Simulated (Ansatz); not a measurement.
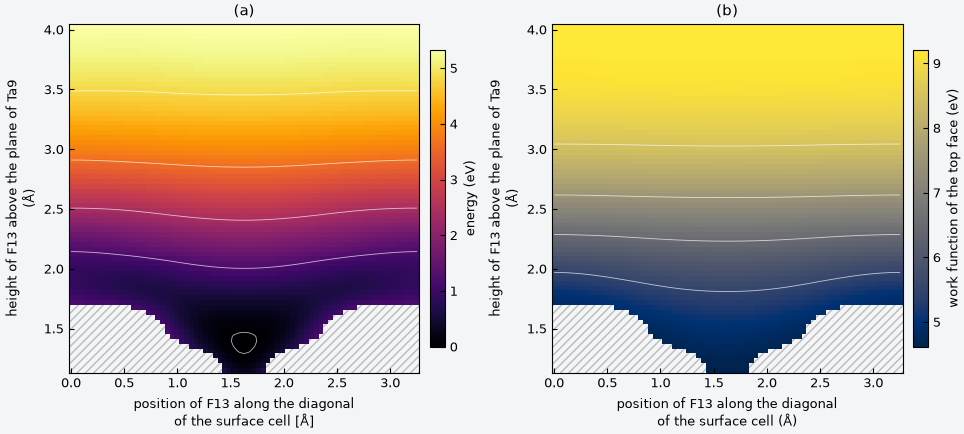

F on a Ta(110) slab cut from the Im-3m phase, its upper half relaxed before the scan (12 atoms of substrate and one adsorbate in a 2 × 2 cell). F is moved along a line over the surface and along the normal, above a rigid substrate. Coordinates scanned: (1) position of F13 along the diagonal of the surface cell, from above Ta9; (2) height of F13 above the plane of Ta9. The grid has 6 × 8 points; 27 points were computed and 13 follow by symmetry. At 8 points there is no value (left out of the scan, as a rule where atoms come close). Points are written as (first, second). Energies are in eV, from the lowest grid point. Method: Ansatz 0.2.0, DFT LDA, scalar-relativistic, plane waves, PAW. Settings: cutoff 420 eV, k-mesh 5×5×1, gaussian smearing 0.1 eV, spin-polarised.

Panel (a) is the energy; panel (b) is the computed work function of the top face, in eV.

The picture shows a smooth colour map with a few white contour lines, hatched blanks where no value was computed. Between grid points the surface is interpolated.

Question: How does the work function of the top face vary over the map, and what is it at the lowest grid point?

Answer: Leaving out the highest fifth of the energies, it runs from 4.62 eV at (1.63 Å, 1.15 Å) [nearest 2 Ta at 1.99 Å] to 8.93 eV at (1.08 Å, 3.33 Å) [nearest 1 Ta at 3.50 Å]. At the lowest grid point, (1.63 Å, 1.47 Å) [nearest 2 Ta at 2.19 Å], it is 4.93 eV.

PAW datasets: the set soft_1.
